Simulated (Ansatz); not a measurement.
# CH5Si2 (charge −1): what the fields show

```xyz
8

C    -1.7053    0.9907   -1.5513
Si   -0.1662    0.8778   -0.7719
Si    0.6783   -0.6476    0.8184
H    -2.3634    0.1658   -1.1898
H     0.9400    1.8645   -1.0613
H     1.1062   -0.0948    2.1658
H     1.8826   -1.4825    0.4225
H    -0.3722   -1.6738    1.1675
```

Computed with Ansatz, RKS PBE0-D4/def2-SVP.

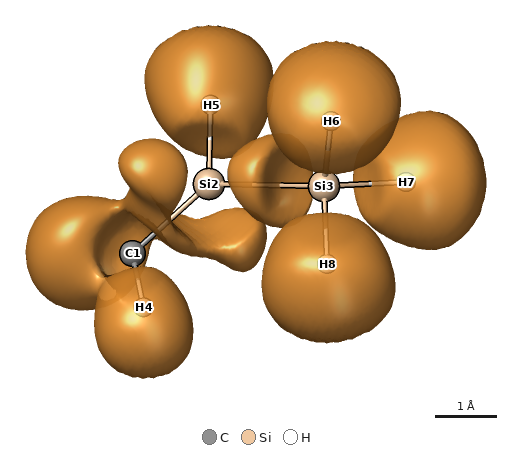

Figure 1. Isosurface of the ELF at 0.8 (orange), seen at a tilt. Only the valence region is drawn (cores and ρ < 0.01 e/Å³ removed).

Where are the electrons localised?

Answer. The surface consists of one region between bonded Si–Si atoms (shared pairs), four regions around hydrogen nuclei and one joined region spread over several atoms (C, H, Si), in which their bonds and any lone pairs are merged. Along the contacts the grid gives the following. C–Si (1.73 Å): the ELF peaks at about 0.90 between the atoms (localised, covalent bonding). Si–Si (2.36 Å): the ELF peaks at about 1 between the atoms, as expected for localised, covalent bonding.

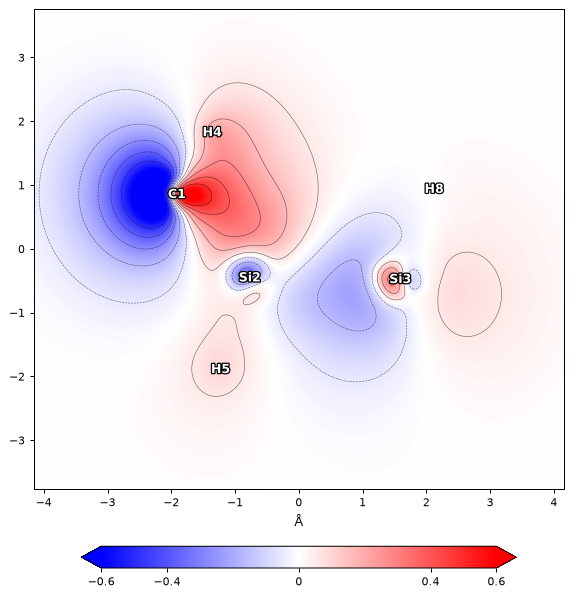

Figure 2. The HOMO on the plane of atoms C1, Si2 and H5 (values in Å⁻³ᐟ²; the overall sign is arbitrary).

Where does this orbital lie, and at what energy?

Answer. Its weight (Hirshfeld) is mainly on C1 (about 65 %), Si2 (about 15 %) and Si3 (about 10 %). Its energy is −0.23 eV.
